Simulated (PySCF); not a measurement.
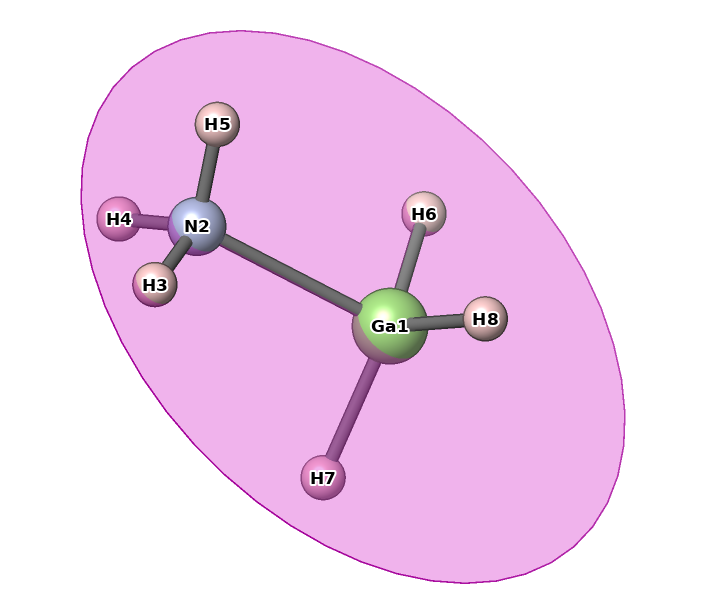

A disc through the centre of mass is drawn in. Distant atoms are faded towards the background colour. The geometry was computed by an optimisation with PBE0-D3(BJ)/def2-SVP. No frequency run is at hand to confirm it as a minimum.

Is the plane of the disc a mirror plane of the structure?

Answer. Yes. The reflection leaves Ga1, N2, H3, H6 in place and moves H4 ↔ H5; H7 ↔ H8. The point group is C3v.
